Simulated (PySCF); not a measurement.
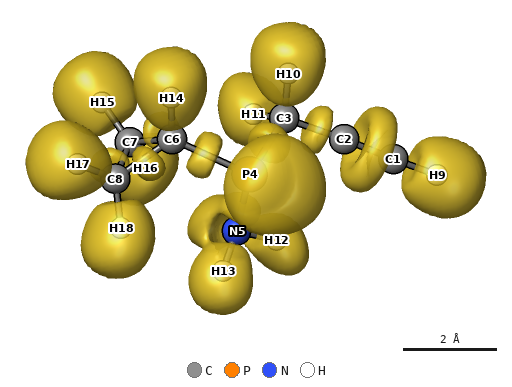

*C$_{6}$H$_{10}$NP (SMILES C#CCP(N)C1CC1). Isosurface of the electron localisation function at 0.8 (yellow), seen at a tilt. Core shells and regions of very low density are left out.*

Geometry: GFN2-xTB.

The calculation used DFT single point, gas phase, functional M06-2X in PySCF 2.14.0, density-fitted response routines.

```xyz
18

C     3.7114   -0.9350    0.3845
C     2.7449   -0.2280    0.3486
C     1.5459    0.5695    0.3169
P     0.1714   -0.2974    1.2507
N    -0.0534   -1.5405    0.0779
C    -1.1771    0.8436    0.7128
C    -1.6761    0.8745   -0.6996
C    -2.5421    0.3180    0.3840
H     4.5779   -1.5254    0.4100
H     1.7268    1.5356    0.7952
H     1.2154    0.7235   -0.7150
H     0.8416   -1.9852   -0.1097
H    -0.6824   -2.2577    0.4275
H    -1.1415    1.7828    1.2572
H    -1.9345    1.8287   -1.1350
H    -1.2466    0.1703   -1.3962
H    -3.4022    0.8859    0.7081
H    -2.6970   -0.7505    0.3989
```

Identify the bonds, lone pairs and shells in this picture.

At this value the surface marks out five regions between bonded C–C atoms (shared pairs), two regions between bonded C–P atoms (shared pairs), eight regions around hydrogen nuclei, one lobe on P, pointing away from the bonds (lone pairs) and one joined region spread over several atoms (H, N), in which their bonds and any lone pairs are merged. Along the contacts the grid gives the following. C–C (1.20 Å): the ELF peaks at about 0.80 between the atoms: a multiple bond. P–N (1.72 Å): the ELF peaks at about 0.90 between the atoms, as expected for a polar covalent bond.
